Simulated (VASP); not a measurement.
Band structure of Y$_{2}$InNi$_{2}$ (space group Cmmm). These are LDA (Ceperley-Alder, Perdew-Zunger), VASP's LDA PAW potentials (set 64) (plane waves; VASP 6.6.1) values and carry that method's errors.

Unless said otherwise, spin-orbit coupling is left out, though it shifts the bands of the heavy elements here.

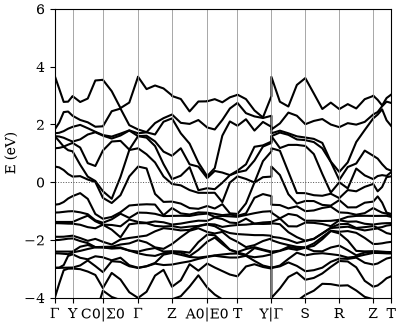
Bands along high-symmetry lines, zero at the valence-band maximum or, without a gap, the Fermi level

Q: Read the plot: is there a gap, and where are the band edges?

A: It has no gap at this level: it comes out as a metal or semimetal.

The structure comes from a computed database's Y2InNi2 entry; how it stands against other phases isn't given here. The cell was not relaxed at this level. The k-mesh is coarse (spacing up to 0.34 per Å, 2π included), so the numbers may not be converged in it. The run is not spin-polarised, so no magnetic state was tried. The electron count is odd and the run is not spin-polarised, which forces a metal.
